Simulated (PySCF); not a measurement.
Run report: Ir²⁺, atomic calculation

System: Ir²⁺, configuration 1s2 2s2 2p6 3s2 3p6 3d10 4s2 4p6 4d10 4f14 5s2 5p6 5d6 6p1, multiplicity 6.
Method: unrestricted LC-wPBE, ANO-RCC-VTZP, spin-free X2C-1e, Gaussian nucleus (PySCF).

**Input**
```python
from pyscf import gto, scf, dft, mp, cc
import basis_set_exchange as bse
mol = gto.M(atom="Ir 0 0 0", charge=2, spin=5, symmetry="D2h",
            basis=gto.basis.parse(bse.get_basis("ANO-RCC-VTZP", elements=["Ir"], fmt="nwchem")),
            nucmod="G")
mf = dft.UKS(mol, xc="LC_WPBE").sfx2c1e()
mf.irrep_nelec = {'Ag': (11, 9), 'B1g': (3, 3), 'B2g': (3, 2), 'B3g': (3, 2), 'Au': (1, 1), 'B1u': (7, 6), 'B2u': (6, 6), 'B3u': (6, 6)}
mf.kernel()
```

The script is an equivalent of what the driver set up; the driver started from orbitals of its own, so the log can be shorter than this script's would be, and it computed the properties (radii, ⟨L²⟩, response) afterwards. It held the occupations shell by shell, which the script's counts by irreducible representation don't always enforce.

**Output (extracts)**
```
damping factor = 0
level_shift factor = 0
DIIS = <class 'pyscf.scf.diis.CDIIS'>
diis_start_cycle = 1
diis_space = 10
diis_damp = 0
SCF conv_tol = 1e-09
SCF conv_tol_grad = None
number electrons alpha = 40  beta = 35
XC functionals = LC_WPBE
    O. A. Vydrov and G. E. Scuseria.,  J. Chem. Phys. 125, 234109 (2006)
cycle= 1 E= -17827.3837365237  delta_E= -0.0183  |g|= 0.257  |ddm|= 0.124
cycle= 2 E= -17827.385066688  delta_E= -0.00133  |g|= 0.223  |ddm|= 0.0718
cycle= 3 E= -17827.3895370351  delta_E= -0.00447  |g|= 0.0113  |ddm|= 0.0367
cycle= 4 E= -17827.3896587153  delta_E= -0.000122  |g|= 0.00397  |ddm|= 0.0161
cycle= 5 E= -17827.3897193149  delta_E= -6.06e-05  |g|= 0.00122  |ddm|= 0.0179
cycle= 6 E= -17827.3897259575  delta_E= -6.64e-06  |g|= 0.000147  |ddm|= 0.0077
cycle= 7 E= -17827.389726001  delta_E= -4.36e-08  |g|= 1.02e-05  |ddm|= 0.000531
cycle= 8 E= -17827.3897260012  delta_E= -1.6e-10  |g|= 1.32e-06  |ddm|= 3.68e-05
converged SCF energy = -17827.3897260012  <S^2> = 8.7516017  2S+1 = 6.0005339
```

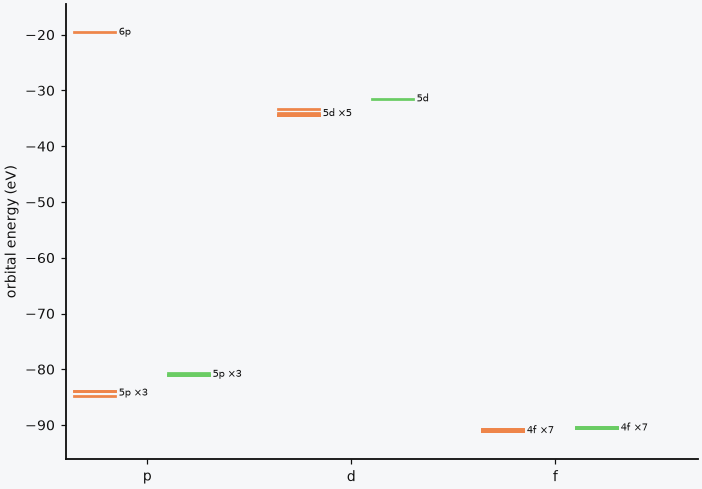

Fig. 1: Orbital energies of the mean field, from the top down to −91.2 eV, by angular momentum, α spin at the left of each column and β at the right; ×n counts the orbitals under one label. Empty levels that the record names by l alone aren't drawn. The highest filled orbital is 6p α at −19.5 eV, the lowest empty one d β at −21.1 eV.

**Summary**

| quantity | value |
| --- | --- |
| outcome | converged |
| total energy | −17827.3897 hartree |
| ⟨S²⟩ | 8.752 |
| ⟨L²⟩ | 8.06 |
| SCF iterations | 8 |
| hardware | 1 CPU thread, shared host |
| CPU time | 34 s (integrals apart) |

**Remarks**

The driver held the occupations shell by shell, and empty s levels lie below the filled 6p. This is not the ground configuration of the species. ⟨L²⟩ departs from that of the intended term, so the determinant mixes terms.
